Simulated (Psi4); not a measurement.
**SVWN5/def2-TZVPP run of BHF2 (SMILES FBF)**

Aim: the vertical ionisation energy of BHF2 at SVWN5/def2-TZVPP, from 2 runs. 

The results are computed with Psi4 1.11.

2 further runs of the same task are left out: 2 set aside as unsound or not needed.

## Step 1: The system as given

BHF2: 4 atoms, total charge 0, spin state singlet. As SMILES, `FBF`. Geometry: relaxed at PBE0-D4/def2-TZVP.

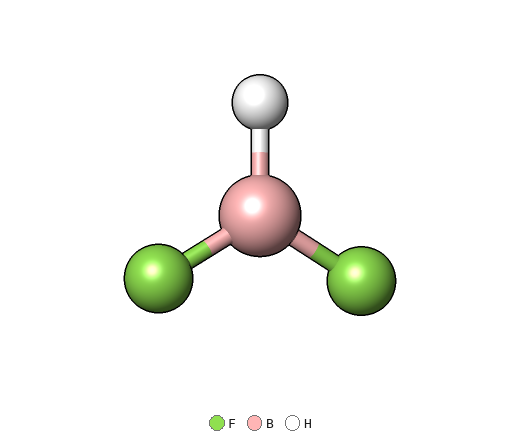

The structure, seen from a chosen angle (fluorine green, boron pink, hydrogen white).

## Step 2: Energy and gradient at SVWN5/def2-TZVPP

Input file input.in:

```
memory 1600 mb

molecule mol {
  0 1
  F
  B 1 R2
  F 2 R3 1 A3
  H 2 R4 3 A4 1 D4

  R2 = 1.313275
  R3 = 1.313162
  A3 = 118.0734
  R4 = 1.191291
  A4 = 120.9677
  D4 = -179.99789
  units angstrom
  symmetry c1
  no_reorient
  no_com
}

set globals {
  basis                def2-TZVPP
  puream               true
  e_convergence        1e-09
  d_convergence        1e-08
  scf_type             pk
  dft_radial_points    99
  dft_spherical_points 590
}

e_tot, wfn = gradient("scf", dft_functional={"name": "SVWN5", "x_functionals": {"LDA_X": {}}, "c_functionals": {"LDA_C_VWN": {}}}, return_wfn=True)
oeprop(wfn, "MAYER_INDICES", "WIBERG_LOWDIN_INDICES", "QUADRUPOLE")
print_variables()
```

Started as:

```console
$ psi4 -n 1 input.in input.out
```

input.out:

```text
[...]
  Running in c1 symmetry.
[...]
  Nuclear repulsion =   61.888559216060209
[...]
  Multiplicity = 1
[...]
  Nalpha       = 12
  Nbeta        = 12
[...]
    Number of basis functions: 107
[...]
   @RKS iter   1:  -223.70908522158825   -3.86468e-01   4.68672e-03 DIIS/ADIIS
[...]
   @RKS iter  10:  -223.79805304050069   -1.84741e-12   3.18868e-09 DIIS
[...]
    Orbital Energies [Eh]
    ---------------------
    Doubly Occupied:
       1A    -24.126485     2A    -24.126447     3A     -6.532516
       4A     -1.144909     5A     -1.116389     6A     -0.536022
       7A     -0.492994     8A     -0.468848     9A     -0.455252
      10A     -0.402391    11A     -0.381787    12A     -0.338692
[...]
  @RKS Final Energy:  -223.79805304050069
   => Energetics <=
    Nuclear Repulsion Energy =             61.8885592160602087
    One-Electron Energy =                -434.9196703781034330
    Two-Electron Energy =                 172.9993395791638306
    DFT Exchange-Correlation Energy =     -23.7662814576213179
    Empirical Dispersion Energy =           0.0000000000000000
    VV10 Nonlocal Energy =                  0.0000000000000000
    Total Energy =                       -223.7980530405006903
[...]
  -Total Gradient:
     Atom            X                  Y                   Z
    ------   -----------------  -----------------  -----------------
       1        0.000001043131     0.000610756965    -0.002304387931
       2       -0.000003148653     0.004860199846     0.003003975321
       3        0.000001043194    -0.001675007532     0.001581839152
       4        0.000001050865    -0.003770832834    -0.002266364786
[...]
 Multipole Moments:
 ------------------------------------------------------------------------------------
     Multipole            Electronic (a.u.)      Nuclear  (a.u.)        Total (a.u.)
 ------------------------------------------------------------------------------------
 L = 1.  Multiply by 2.5417464519 to convert [e a0] to [Debye]
 Dipole X            :         -0.0000460            0.0000367           -0.0000093
 Dipole Y            :         -0.9804556            1.2523726            0.2719170
 Dipole Z            :         -0.5879429            0.7513308            0.1633879
 Magnitude           :                                                    0.3172293
 L = 2.  Multiply by 1.3450342976 to convert [e a0^2] to [Debye ang]
 Quadrupole XX       :        -11.0035610            0.0000000          -11.0035610
 Quadrupole XY       :         -0.0002085            0.0001918           -0.0000167
[...]
```

Run time: 14 s. Hardware: 1 thread of Intel Xeon Platinum 8488C (Sapphire Rapids), shared host; peak memory 0.54 GiB.

## Step 3: The doublet cation: the energy at USVWN5/def2-TZVPP

Input file input.inp:

```
memory 1600 MB

molecule molecule1 {
  1 2
  F
  B 1 R2
  F 2 R3 1 A3
  H 2 R4 3 A4 1 D4

  R2 = 1.313275
  R3 = 1.313162
  A3 = 118.0734
  R4 = 1.191291
  A4 = 120.9677
  D4 = -179.99789
  symmetry c1
  no_reorient
  no_com
}

set globals {
  basis                def2-TZVPP
  reference            uks
  puream               true
  e_convergence        1e-09
  d_convergence        1e-08
  scf_type             pk
  dft_radial_points    99
  dft_spherical_points 590
  maxiter              100
}

result, w = energy("scf", dft_functional={"name": "SVWN5", "x_functionals": {"LDA_X": {}}, "c_functionals": {"LDA_C_VWN": {}}}, return_wfn=True)
oeprop(w, "LOWDIN_CHARGES", "QUADRUPOLE", "MULLIKEN_CHARGES")
```

Started as:

```console
$ psi4 input.inp input.out -n 1
```

input.out (excerpt; [...] marks lines left out):

```text
[...]
  Running in c1 symmetry.
[...]
  Nuclear repulsion =   61.888559216060209
[...]
  Multiplicity = 2
[...]
  Nalpha       = 12
  Nbeta        = 11
[...]
    Number of basis functions: 107
[...]
   @UKS iter   1:  -223.28061514328596    4.20017e-02   2.10842e-03 ADIIS/DIIS
[...]
   @UKS iter  11:  -223.29594382042885   -1.05160e-12   9.72556e-09 DIIS
[...]
   @S^2 Observed:                7.514237173E-01
[...]
  @UKS Final Energy:  -223.29594382042885
   => Energetics <=
    Nuclear Repulsion Energy =             61.8885592160602087
    One-Electron Energy =                -426.7874641017815520
    Two-Electron Energy =                 164.9637876208520026
    DFT Exchange-Correlation Energy =     -23.3608265555595338
    Empirical Dispersion Energy =           0.0000000000000000
    VV10 Nonlocal Energy =                  0.0000000000000000
    Total Energy =                       -223.2959438204288460
[...]
 Multipole Moments:
 ------------------------------------------------------------------------------------
     Multipole            Electronic (a.u.)      Nuclear  (a.u.)        Total (a.u.)
 ------------------------------------------------------------------------------------
 L = 1.  Multiply by 2.5417464519 to convert [e a0] to [Debye]
 Dipole X            :         -0.0000285            0.0000367            0.0000082
 Dipole Y            :         -0.0553191            1.2523726            1.1970535
 Dipole Z            :         -0.0330814            0.7513308            0.7182494
 Magnitude           :                                                    1.3960012
 L = 2.  Multiply by 1.3450342976 to convert [e a0^2] to [Debye ang]
 Quadrupole XX       :         -9.5171641            0.0000000           -9.5171641
 Quadrupole XY       :         -0.0001414            0.0001918            0.0000504
[...]
  Mulliken Charges: (a.u.)
   Center  Symbol    Alpha    Beta     Spin     Total
       1     F     4.57448  4.32412  0.25036  0.10139
       2     B     2.33252  2.17069  0.16182  0.49679
       3     F     4.57440  4.32417  0.25023  0.10143
       4     H     0.51860  0.18101  0.33759  0.30038
   Total alpha = 12.00000, Total beta = 11.00000, Total charge =  1.00000
  Lowdin Charges: (a.u.)
   Center  Symbol    Alpha    Beta     Spin     Total
       1     F     4.32100  4.08605  0.23495  0.59295
       2     B     2.83360  2.57961  0.25399 -0.41321
[...]
```

Run time: 12 s. Hardware: 1 thread of Intel Xeon Platinum 8488C (Sapphire Rapids), shared host; peak memory 0.54 GiB.

## Step 4: Summary of results

At SVWN5/def2-TZVPP:

```
                                          quantity          value
                        singlet BHF2: total energy  -223.79805 Eh
                       singlet BHF2: dipole moment         0.81 D
                         singlet BHF2: HOMO energy       -9.22 eV
                         singlet BHF2: LUMO energy       -1.70 eV
                       singlet BHF2: HOMO–LUMO gap        7.52 eV
            singlet BHF2: largest force on an atom     0.294 eV/Å
                      doublet cation: total energy  -223.29594 Eh
doublet cation: HOMO energy (highest over α and β)      -18.97 eV
 doublet cation: LUMO energy (lowest over α and β)      -18.13 eV
                              doublet cation: ⟨S²⟩          0.751
vertical ionisation energy (to the doublet cation)      13.663 eV
```

What this shows: Removing an electron at fixed nuclei costs 13.66 eV (1318 kJ/mol). The largest force (singlet BHF2) is 0.29 eV/Å: the shape isn't a stationary point for this species at this level. −ε(HOMO) before ionisation, 9.22 eV, is 4.45 eV below this ionisation energy. Mulliken charges (doublet cation) run from +0.10 on F1 to +0.50 on B2.
